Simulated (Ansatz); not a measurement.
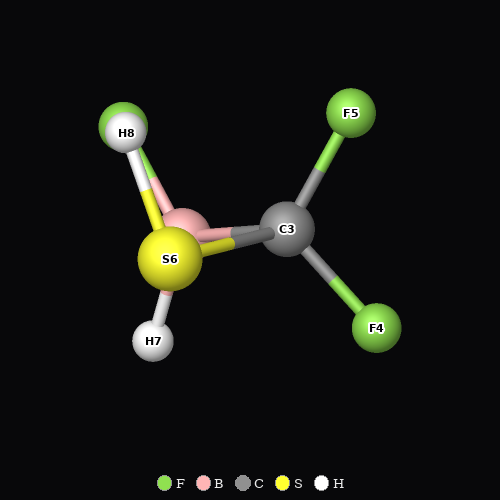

The system is CH₂BF₃S, SMILES FBC(F)(F)S; the picture shows the reference structure. 
- The first coordinate is: dihedral B2–C3–S6–H8; the second: dihedral F1–B2–C3–S6.
- Nothing is relaxed (all other coordinates rigid).
- The grid has 18 × 18 points.
- Energies are in kJ/mol, from the lowest grid point.
- Method: RKS B3LYP-D4/def2-SVP (Ansatz 0.2.0).

Its coordinates:

```xyz
8

F    -0.8600   -1.0328    1.3986
B    -0.3303   -1.0190    0.1870
C    -0.1909    0.3709   -0.5511
F    -0.1238    0.2985   -1.8964
F    -1.0803    1.3265   -0.2134
S     1.5276    0.8093    0.0620
H     0.0758   -2.0353   -0.3100
H     1.0739    1.2249    1.2675
```

Range: dihedral B2–C3–S6–H8 from −180 to 160°; dihedral F1–B2–C3–S6 from −180 to 160°.

### What landscape does the calculation give?

The lowest grid point is at dihedral B2–C3–S6–H8 = −80°, dihedral F1–B2–C3–S6 = −100°. Higher local minima lie near dihedral B2–C3–S6–H8 = −80°, dihedral F1–B2–C3–S6 = 100° (0.09 kJ/mol above the lowest at that grid point); dihedral B2–C3–S6–H8 = 80°, dihedral F1–B2–C3–S6 = 100° (1.8 kJ/mol above the lowest at that grid point); dihedral B2–C3–S6–H8 = 100°, dihedral F1–B2–C3–S6 = −100° (2.9 kJ/mol above the lowest at that grid point). The highest grid point, dihedral B2–C3–S6–H8 = 0°, dihedral F1–B2–C3–S6 = 0°, lies 118 kJ/mol above the lowest. On the interpolated surface the easiest way out of the lowest well to the well at about dihedral B2–C3–S6–H8 = 85°, dihedral F1–B2–C3–S6 = −95° passes a barrier of about 23 kJ/mol. Round the minimum the valley is somewhat tilted: raising dihedral B2–C3–S6–H8 shifts the best value of dihedral F1–B2–C3–S6 downwards (coupling k₁₂/√(k₁₁k₂₂) about 0.4).

| dihedral F1–B2–C3–S6 ↓, dihedral B2–C3–S6–H8 → | −160 | −120 | −80 | −40 | 0 | 40 | 80 | 120 | 160 |
| --- | --- | --- | --- | --- | --- | --- | --- | --- | --- |
| 140 | 22 | 26 | 35 | 42 | 46 | 33 | 32 | 45 | 35 |
| 100 | 17 | 6 | 0 | 13 | 24 | 11 | 2 | 10 | 20 |
| 60 | 34 | 33 | 15 | 20 | 40 | 35 | 24 | 15 | 19 |
| 20 | 51 | 73 | 66 | 72 | 99 | 76 | 73 | 59 | 39 |
| −20 | 41 | 60 | 71 | 74 | 100 | 76 | 70 | 74 | 50 |
| −60 | 22 | 17 | 23 | 34 | 41 | 24 | 19 | 34 | 34 |
| −100 | 23 | 11 | 0 | 9 | 26 | 17 | 3 | 6 | 18 |
| −140 | 37 | 44 | 28 | 28 | 44 | 45 | 37 | 24 | 21 |
| −180 | 39 | 62 | 63 | 59 | 71 | 62 | 67 | 60 | 37 |

The table holds every second grid line.

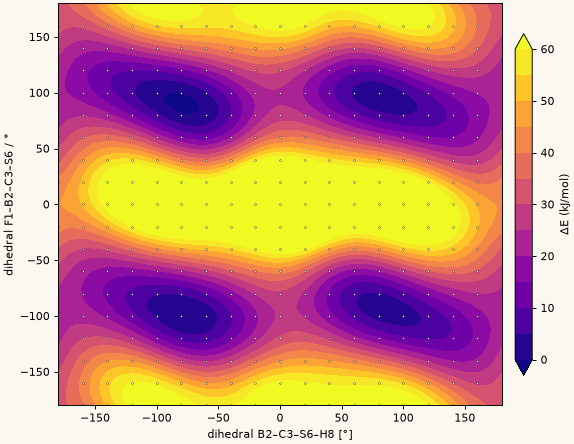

Drawn: filled contours, dots at the grid points, one colour for all values above the top of the scale. Between grid points the surface is interpolated.

Each point was launched as `ansatz run input.yaml --threads 1 --pin off --max-ram 2560MiB --backend cpu --events-out ev --progress --plain --runs-dir out`. Time for the 324 points that were run: 21 min on 1 thread of Intel(R) Xeon(R) Platinum 8124M CPU @ 3.00GHz (Skylake/Cascade Lake), on a shared host.
